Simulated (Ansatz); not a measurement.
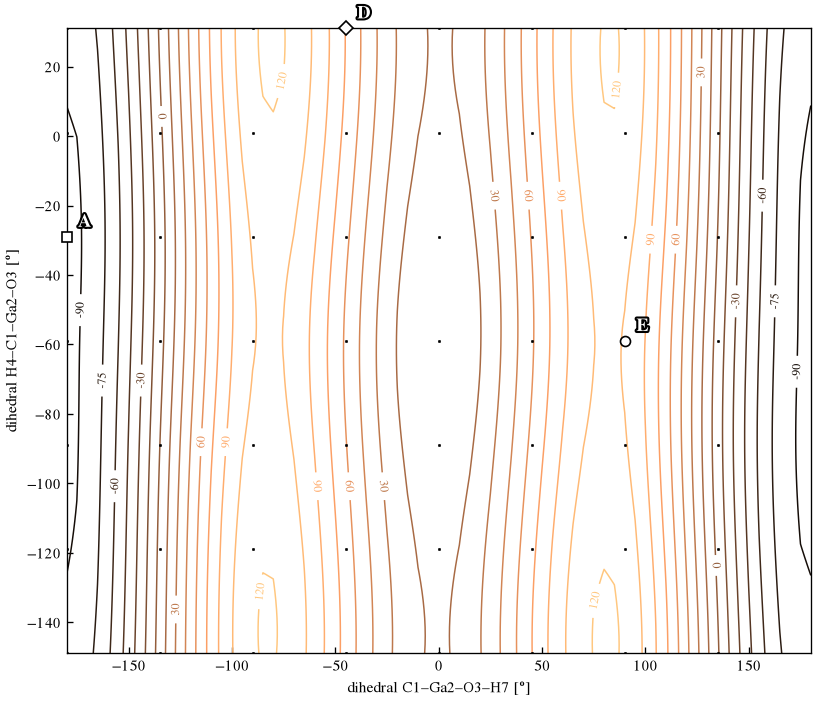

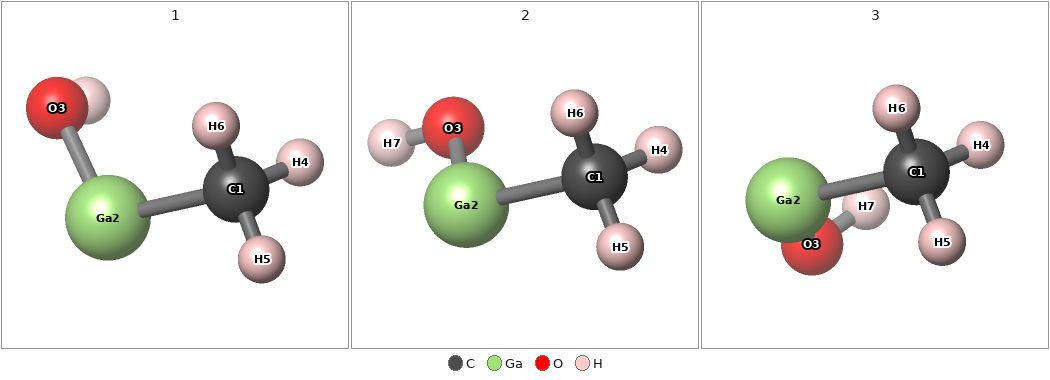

CH4GaO, SMILES [CH3][Ga][OH], spin multiplicity 2. The first coordinate is: dihedral C1–Ga2–O3–H7; the second: dihedral H4–C1–Ga2–O3. Nothing is relaxed (all other coordinates rigid). Grid: 8 × 7 points. Points are written as (first, second). Energies are in meV, from the relaxed molecule at the same level. Method: UKS r2SCAN0-D4/def2-TZVP (Ansatz).

In the figure: contour lines labelled in meV, dots at the grid points, lettered points. Between grid points the surface is interpolated. The numbered pictures are the structures at these points, in random order.

Question: Which structure belongs to which point?

Answer: A is structure 2: (−180°, −29°), −93 meV; D is structure 3: (−45°, 31°), 75 meV; E is structure 1: (90°, −59°), 104 meV.
